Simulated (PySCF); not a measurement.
**C$_{7}$H$_{7}$F$_{2}$ (doublet): density, localisation and related maps**

Input

```
{"job": {"kind": "epr", "basis": "pcH-1"}, "charge": 0, "multiplicity": 2}
C     -2.302227    -0.387196     0.694276
C     -1.422199    -0.282332    -0.497403
C     -0.097364    -0.008841    -0.442862
C      0.817432     0.089264    -1.517584
C      2.114391     0.334148    -1.035979
C      2.080441     0.396020     0.322431
F      3.108630     0.646319     1.138647
C      0.681863     0.228851     0.840368
F      0.557085    -0.818999     1.732940
H     -3.349989    -0.329006     0.412696
H     -2.134519    -1.340698     1.199108
H     -2.078924     0.395981     1.417632
H     -1.863336    -0.471374    -1.465126
H      0.551152    -0.013304    -2.551996
H      2.994249     0.448858    -1.641434
H      0.335713     1.121253     1.382874
```

Run with:

```sh
OMP_NUM_THREADS=1 python probes_run.py task.json out
```

Geometry: GFN2-xTB.

All numbers below come from UKS B3LYP, pcH-1 on C F H, non-relativistic, mean-field spin-orbit, GIAO in PySCF.

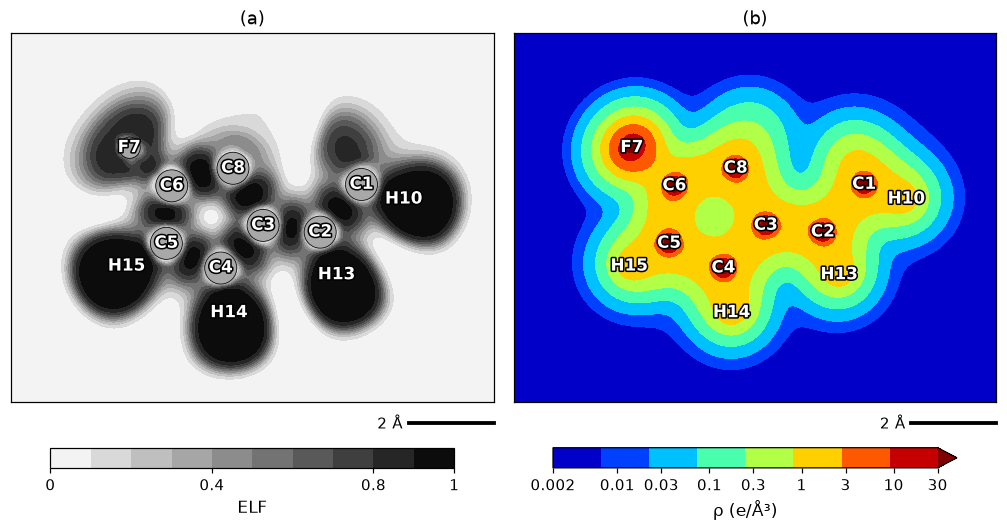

Figure 1. (a) ELF; (b) total electron density on the plane of atoms C3, C4 and C5. Grey discs cover the atomic cores in the ELF map.

Q: What does the map show?

A:
- The section cuts through C, F and H sites.
- C–F (1.34 Å): ρ is about 2.3 e/Å³ halfway; the ELF peaks at about 0.85 between the atoms; a polar covalent bond.
- C–C (1.35 Å): ρ at the midpoint is about 2.2 e/Å³; the ELF peaks at about 0.95 between the atoms (localised, covalent bonding).
- C–H (1.07 Å): the density is about 2.1 e/Å³ at the midpoint; the ELF climbs to about 1 towards the hydrogen, as it does in any bond to H: a covalent bond by its length.
- C–C (1.40 Å): the density is about 2 e/Å³ at the midpoint; the ELF peaks at about 0.95 between the atoms, as expected for localised, covalent bonding.
- C–C (1.49 Å): ρ at the midpoint is about 1.8 e/Å³; the ELF peaks at about 0.95 between the atoms, as expected for a shared electron pair.
- The ELF also peaks beside F7, away from the bonds: non-bonding electrons, paired or unpaired.

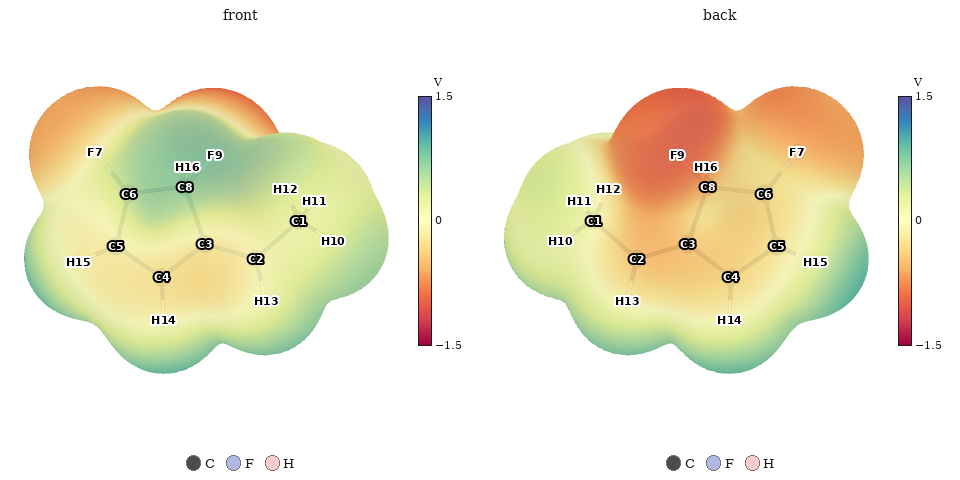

Figure 2. The electrostatic potential painted on the density surface at 0.001 e/bohr³, seen from the front and from behind; red is negative and blue positive.

Q: Which sites attract a positive test charge, and which a negative one?

A: A positive charge is drawn to the negative regions and a negative charge to the positive ones. The most negative region (about −1.0 V, or −23 kcal/mol for a unit charge) lies over F9, the most positive (about +0.9 V, or +21 kcal/mol for a unit charge) over H14 and H15.
